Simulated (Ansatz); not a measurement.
# La2O3: pressure series

Consider La2O3 (space group P-3m1, No. 164).

```xyz
5
Lattice="3.9353 0.0000 0.0000 -1.9676 3.4080 0.0000 0.0000 0.0000 6.1263" Properties=species:S:1:pos:R:3 pbc="T T T"
La     0.0000     2.2720     1.5079
La     1.9676     1.1360     4.6184
O      0.0000     0.0000     0.0000
O      0.0000     2.2720     3.9583
O      1.9676     1.1360     2.1680
```

Cell and atoms are relaxed at each pressure.

The values are results of Kohn–Sham DFT with the r2SCAN functional, run in Ansatz (a program for electronic structure) with PAW and 500 eV plane waves, no spin-orbit coupling, not measurements.

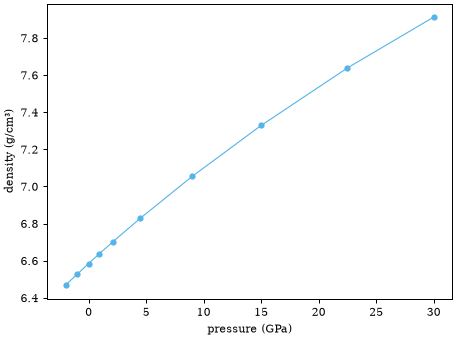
Density against pressure

Problem. From the plot, what is the density for pressure −2 GPa?

Solution. About 6.5 g/cm³.

Problem. Is the trend monotonic over the range shown?

Solution. Yes, it rises throughout, spanning 6.47 g/cm³ to 7.91 g/cm³.

Load acts through the strain it causes; cell and atoms are relaxed under it. Stability against distortions was not tested. Competing high-pressure phases were not computed.
